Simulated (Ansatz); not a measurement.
Consider F2HInSi2 (charge +1, doublet).

The calculation's input:

```
crystal:
  periodic: [false, false, false]
  atoms:
    - {symbol: F, position_ang: [-1.251428, 0.943939, -0.712963]}
    - {symbol: F, position_ang: [-2.931082, -0.899182, -0.024185]}
    - {symbol: In, position_ang: [1.797097, 1.279034, -1.206057]}
    - {symbol: Si, position_ang: [-1.386864, -0.624544, -0.300630]}
    - {symbol: Si, position_ang: [0.701589, -1.566431, -0.344898]}
    - {symbol: H, position_ang: [0.335336, -2.968189, 0.057279]}
basis:
  gaussian:
    orbitals: def2-TZVPD
total_charge: 1
magnetization:
  spin_polarized: true
  initial_magnetization: 1
hamiltonian:
  xc: pbe0
output: {forces: true, orbitals: {seedname: orbitals}}
```

Launched as:

```sh
ansatz run input.yaml --threads 2 --pin off --max-ram 4350MiB --events-out events.jsonl --progress --plain --runs-dir runs
```

Geometry: B3LYP-D3(BJ)/def2-SVP; core potentials replace the inner electrons of In.

Computed with Ansatz, isolated molecule in a Gaussian basis; Kohn-Sham density functional theory, functional PBE0.

What will maps of the electron density, electron localisation function and spin density show?

Answer. In3···F1 (3.11 Å): the density falls to about 0.06 e/Å³ on the way; the ELF dips to about 0.05 between them.
Si–F (1.59 Å): ρ is about 1.2 e/Å³ halfway; the ELF peaks at about 0.85 in the valence shell of F, 0.6 Å from its nucleus, and is about 0.40 at the midpoint.
Si–Si (2.29 Å): the density is about 0.58 e/Å³ at the midpoint; the ELF peaks at about 0.90 between the atoms: localised, covalent bonding.
In–Si (3.17 Å): the density is about 0.17 e/Å³ at the midpoint; the ELF peaks at about 0.90 in the valence shell of Si, 1.1 Å from its nucleus, and drops to about 0.20 between the two atoms.
The unpaired spin (1 electron) lies mostly on Si5 (about 0.6) and Si4 (about 0.3), in electrons by Hirshfeld's partition.

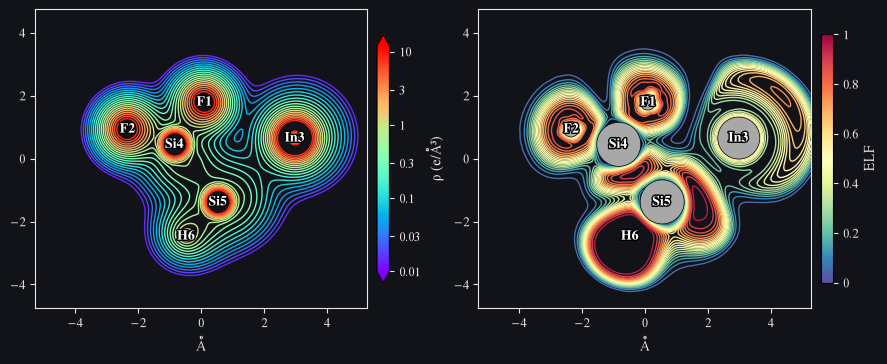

Computed electron density and electron localisation function on the molecular plane, in this order. Grey discs cover the atomic cores in the ELF map. 
